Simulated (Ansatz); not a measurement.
## ZrB2: response to strain

The parent structure is ZrB$_{2}$ (space group P6/mmm, No. 191; a = 3.155 Å, c = 3.506 Å; relaxed with 0.1 eV smearing). Axes: x lies along a and z along c of the hexagonal cell.

Strains are applied to the cell and any free atomic positions relax.

The values are results of PBEsol (Ansatz, a quantum-chemistry and plane-wave program), no spin-orbit coupling, not measurements.

Notes on the quantities. energy relative to the base: free energy F.

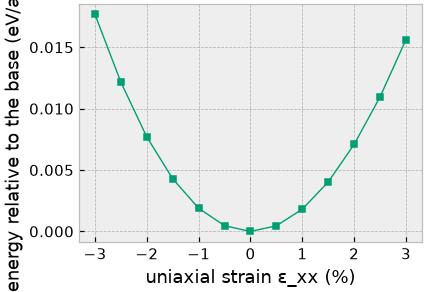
*Energy relative to the base against uniaxial strain ε_xx*

Q: From the plot, what is the energy relative to the base for uniaxial strain ε_xx = −3.00 %?

A: About 0.018 eV/atom.

Q: Is the trend monotonic over the range shown?

A: No, it turns within the range, spanning 0 meV/atom to +18 meV/atom.

Stability against distortions was not tested. The final runs are not spin-polarised.
